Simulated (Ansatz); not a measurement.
A series of calculations on C2H8Si

## 1. Relaxation

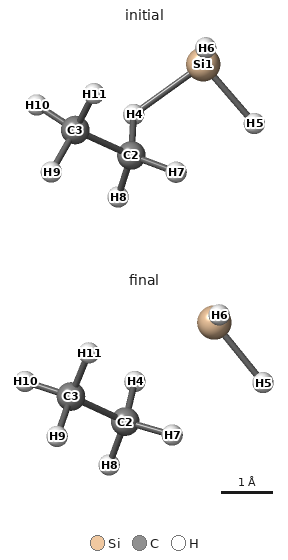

The structure of C₂H₈Si (started from a transition state, displaced along its imaginary mode) before (top) and after (bottom) a relaxation, at one scale.

A ball-and-stick model, seen at a tilt.

Level of theory: Ansatz 0.2.0, RKS PBE0-D4/def2-TZVP. Set-up: force threshold 0.005 eV/Å; at most 200 steps.

> What changed between the two?

The atom that moves furthest after the best rigid fit is H10 (0.33 Å). By element the largest moves are H 0.33 Å, Si 0.26 Å, C 0.14 Å. Near-neighbour distances that change, for instance: Si1–C2 2.481 → 2.777 Å, Si1–H4 1.691 → 1.954 Å, C2–H4 1.194 → 1.128 Å, C2–H7 1.107 → 1.088 Å. Bond angles that change, for instance: H4–C2–H7 124.0° → 110.7°, H4–C2–H8 94.0° → 102.3°, H5–Si1–H6 99.7° → 92.4°. Over 11 accepted moves (12 points after the start) the energy falls by 25.4 kJ/mol. The largest force component goes from 0.84 to 0.0032 eV/Å. The line search rejected the trial step at point 5 of the run.

## 2. Relaxation

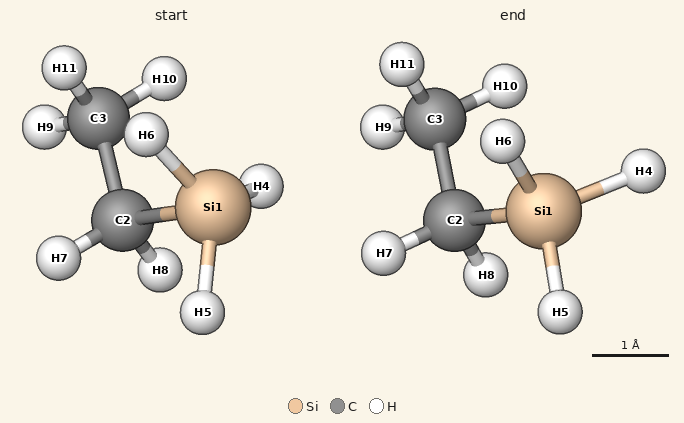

The structure of C2H8Si (started from a transition state, displaced along its imaginary mode) before (left) and after (right) a relaxation, at one scale.

The picture is a ball-and-stick view, seen from a free direction.

Level of theory: RKS PBE0-D4/def2-TZVP (Ansatz). (force threshold 0.005 eV/Å; at most 200 steps)

> Summarise the run.

After 9 geometry steps the energy has fallen by 48.9 kcal/mol. Largest force component: 2.6 eV/Å at the start, 0.0038 eV/Å at the end. The atom that moves furthest after the best rigid fit is H4 (0.84 Å). Largest moves by element: H 0.84 Å, Si 0.28 Å, C 0.13 Å. Among the contacts that change: Si1–C2 2.062 → 1.876 Å, Si1–H4 1.466 → 1.489 Å, C2–H7 1.074 → 1.095 Å, C2–H8 1.104 → 1.095 Å. Among the angles between lasting bonds that change: C2–Si1–H4 63.5° → 110.4°, C2–Si1–H6 94.8° → 110.3°, H4–Si1–H6 123.1° → 108.0°.

## 3. Reaction

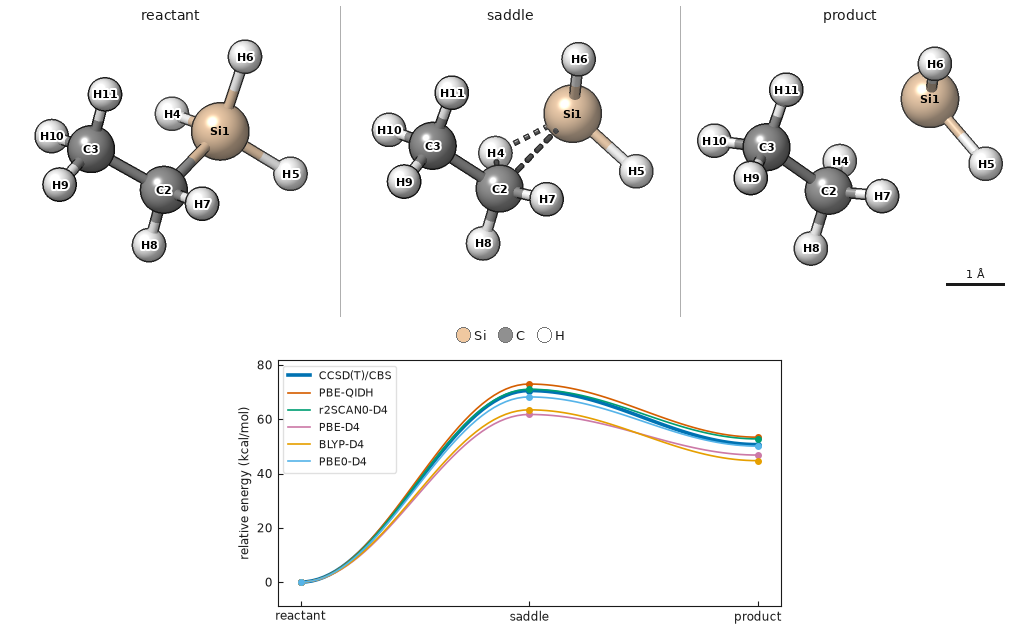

A reaction step of C₂H₈Si, with its energy diagram. The picture is a ball-and-stick view, seen at a tilt. Dashed sticks mark bonds that form or break.

Stationary points at PBE0-D4/def2-TZVP, single-point energies with CCSD(T)/CBS, PBE-QIDH, r2SCAN0-D4, PBE-D4, BLYP-D4, PBE0-D4 (def2-TZVPP where no basis is named; Ansatz 0.2.0). The energies are electronic, without zero-point or thermal terms, and both ends are the minima reached downhill from the saddle, with any fragments still in contact. CCSD(T)/CBS stands for a frozen-core estimate: MP2 correlation extrapolated from def2-TZVPP and def2-QZVPP, CCSD(T) minus MP2 from the smaller set.

Question: What happens, and what does it cost?

Answer: Counted by bonded pieces, the reactant holds C₂H₈Si and the product holds C₂H₆ + SiH₂. From the reactant over the saddle to the product, a bond forms: C2–H4 (2.77 → 1.55 → 1.13 Å). Bonds break: Si1–C2 (1.88 → 2.27 → 2.78 Å), Si1–H4 (1.49 → 1.50 → 1.95 Å). The saddle has one imaginary mode, 1186i cm⁻¹. With CCSD(T)/CBS the barrier is 70.6 kcal/mol from the reactant and 19.9 kcal/mol from the product, and the product lies 50.6 kcal/mol above the reactant. By Pauling bond orders of the changing bonds the saddle lies closer to the reactant, the lower end, against what Hammond's postulate suggests.

```csv
level,barrier from the reactant (kcal/mol),barrier from the product (kcal/mol),the product less the reactant (kcal/mol)
CCSD(T)/CBS,70.6,19.9,50.6
PBE-QIDH,73.0,19.6,53.4
r2SCAN0-D4,71.0,18.3,52.7
PBE-D4,61.7,15.0,46.8
BLYP-D4,63.4,18.7,44.7
PBE0-D4,68.2,18.1,50.1
```

Against CCSD(T)/CBS, r2SCAN0-D4 comes closest on the barrier from the reactant (+0.5 kcal/mol) and PBE-D4 misses most (−8.8 kcal/mol).
